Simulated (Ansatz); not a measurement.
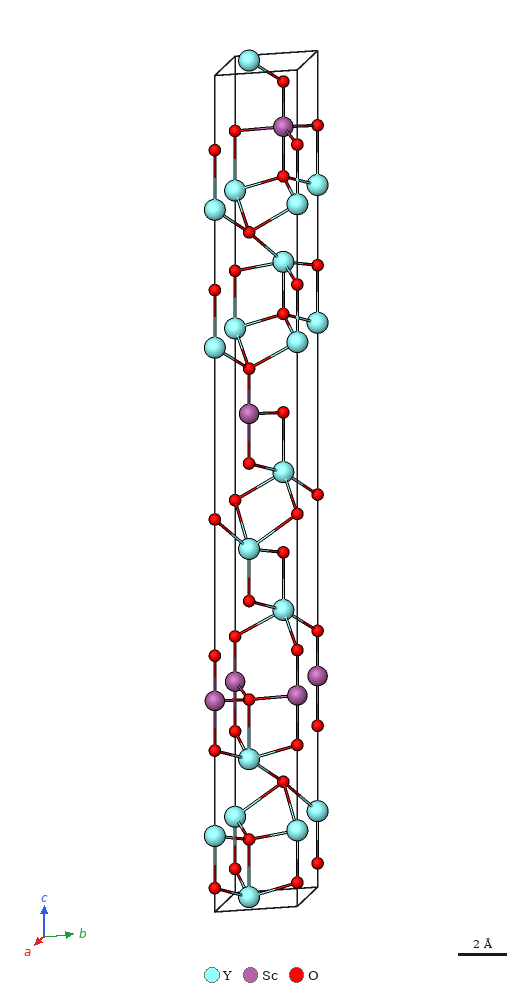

Shown here is a ball-and-stick view of the crystal, taken slightly off an axis. The frame is the conventional unit cell; atoms at its boundary are shown with their periodic copies.

Y3ScO6, space group R3m (No. 160), a = 3.634 Å, b = 3.634 Å, c = 36.328 Å, α = 90.00°, β = 90.00°, γ = 120.00°. Its origin is a structure type filled with these elements by a generator (whether the compound takes this form wasn't checked). Earlier steps of the study, as a rule a relaxation of our own, may have changed the cell and positions, so they can lie some per cent off the listed ones. It was the input of a calculation with Ansatz.

This one geometry was computed with Ansatz (DFT, plane waves, PAW) at three levels of theory: PBE, PBEsol and r2SCAN.

Which level gives the highest pressure at this volume, and what does that say about its equilibrium volume?

Highest: PBE (0.0 GPa), which points to the largest equilibrium volume. Lowest, with the smallest volume: PBEsol (-5.1 GPa). Levels within 0.5 GPa of each other can't be told apart.

How does the band gap change with the level of theory?

PBEsol: a gap of 2.93 eV, indirect; PBE: a gap of 2.98 eV, indirect; r2SCAN: a gap of 3.39 eV, indirect.

Collect the results in a table.

| level | cutoff (eV) | k-mesh of the run's cell | gap (eV) | pressure (GPa) |
| --- | --- | --- | --- | --- |
| PBE | 420 | 6×6×6 | 2.98 | 0.0 |
| PBEsol | 420 | 6×6×6 | 2.93 | -5.1 |
| r2SCAN | 500 | 6×6×6 | 3.39 | -2.4 |

Gaps are taken on the k-mesh or band path of each run.
